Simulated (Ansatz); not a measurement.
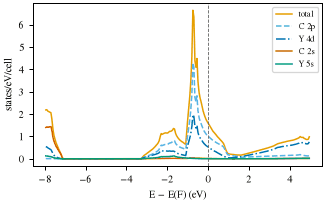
Figure: Total and projected density of states of YC (rock salt, Fm-3m), the program Ansatz at the PBEsol level (PAW)

Q: Which orbitals carry the states next to the Fermi level?

A: Within 0.5 eV of the Fermi level: C 2p 64 %, Y 4d 33 %. Projections are on Löwdin-orthogonalised atomic valence shells; empty p or d shells of many metals are not among them.

Q: Where is the tallest occupied peak in this window, and what makes it?

A: Near -0.8 eV, about 6.6 states/eV per cell; the largest projected share is C 2p.

The start of the workflow was typed in or built on a structure type; the Crystallography Open Database copy checked does not list it. Its standing as an ambient phase is unchecked. Symmetry was held in the PBEsol relaxation; whether a distortion lowers the energy is not shown. No spin polarisation was allowed. Spin–orbit coupling is left out wherever it is not named.

Potentials: the earlier of the program's two PAW sets. The files were generated under PBE; for other functionals the program regenerates the frozen cores, and for LDA and PBEsol the local potential too.
